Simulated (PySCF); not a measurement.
Vertical excitations of a molecule C6H10 from TDA-PBE/def2-SVPD (PySCF 2.14.0), as energy in eV (oscillator strength): 5.53 (0.586), 5.62 (0.004), 5.94 (0.001), 6.09 (0.271), 6.21 (0.011), 6.25 (0.003), 6.95 (0.005), 7.00 (0.002), 7.01 (0.000), 7.33 (0.000). Lowest triplet (TDA): 2.99 eV. Coordinates come from a PBE-D3(BJ)/def2-SVP optimisation. The values are those of a single conformer.

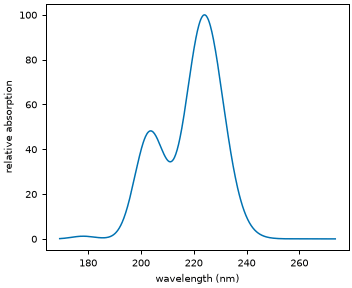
Figure. The lines broadened by 0.4 eV.

### Question
Which molecule gave these data?
A) C=C/C(C)=C\C
B) C=C=CCCC
C) C#CCCCC
D) C=CC1(C)CC1

### Answer
A, C=C/C(C)=C\C
